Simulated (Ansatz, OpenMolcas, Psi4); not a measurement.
## How methods differ on [BF2]+ (SMILES F[B+]F)

[BF2]+ has 3 atoms, charge +1, and is taken as a singlet. SMILES: `F[B+]F`. Geometry: relaxed at PBE0-D4/def2-TZVP.

```xyz
3

F     0.3297    1.1405    0.3077
B     0.0000    0.0000    0.0000
F    -0.3297   -1.1405   -0.3077
```

Each level gives the vertical energy of the triplet above the singlet (eV). The values are calculated.

```csv
level,kind,program,value (eV),CPU time (all runs)
SVWN5/cc-pVTZ,LDA,Psi4,11.03,36 s
BLYP/cc-pVTZ,GGA,Psi4,10.79,72 s
r2SCAN/cc-pVTZ,meta-GGA,OpenMolcas,11.25,1.7 min
TPSSh/cc-pVTZ,hybrid meta-GGA,Psi4,11.21,96 s
CAM-B3LYP/cc-pVTZ,range-separated hybrid,Ansatz,11.50,99 s
B2PLYP/cc-pVTZ,double hybrid,Ansatz,11.78,1.8 min
B2PLYP/cc-pVTZ (density fitting for correlation),double hybrid,Psi4,11.84,45 s
RPA@PBE/cc-pVTZ,RPA,Ansatz,10.60,76 s
MP3/cc-pVTZ,perturbation theory,Psi4,12.40,46 s
CCSD(T)/cc-pVTZ,coupled cluster or CI,Ansatz,12.19,62 s
```

The values span 10.60 to 12.40 eV. The coupled-cluster rows rest on a doubtful reference here (large T1 or Brueckner and Hartree–Fock orbitals at odds), and rows may lie in different states. Times are those of the runs behind each value, whatever else they computed, on shared processors of several kinds: orders of magnitude only.

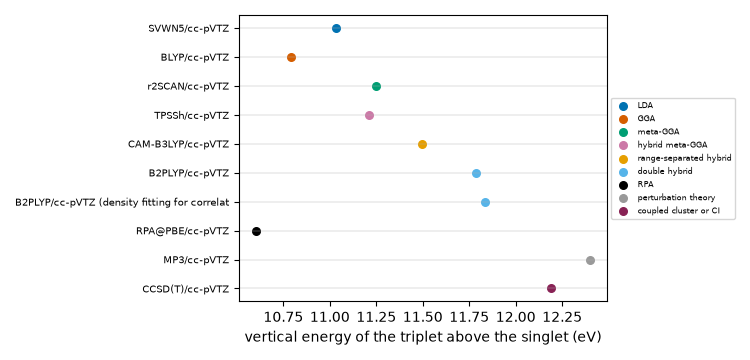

The values of the table, level by level.
